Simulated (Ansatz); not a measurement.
hcp Ru, treated with LDA (plane waves, PAW; Ansatz, an electronic-structure program).

Run with plane-wave cutoff 520 eV, 24×24×14 k mesh (along the axes of the cell as run), Fermi–Dirac smearing 0.05 eV, no spin polarisation, scalar-relativistic PAW data made under PBE.

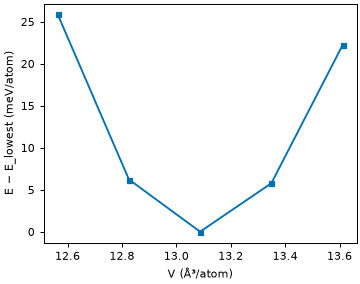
Fig. 1. Total energy against volume

### Question
From the curve, estimate the equilibrium volume and the bulk modulus.

### Answer
V0 ≈ 13.1 Å³/atom and B0 ≈ 370 GPa; the fit gives V0 = 13.087 Å³/atom, B0 = 366 GPa, B′ = 4.8.

Shape and atoms are relaxed at each volume.

Measured, for comparison: bulk modulus 318 GPa (zero-point energy and finite temperature contributions removed, our sources range from 318 to 336; as tabulated in doi:10.1021/acs.jctc.3c00612). Computed (rounded) less measured: bulk modulus +15 % (+9 % to +15 % over the range).

Note: the bulk modulus comes from volumes at which shape and atoms were relaxed.

The computed numbers hold no vibrational or temperature effects.
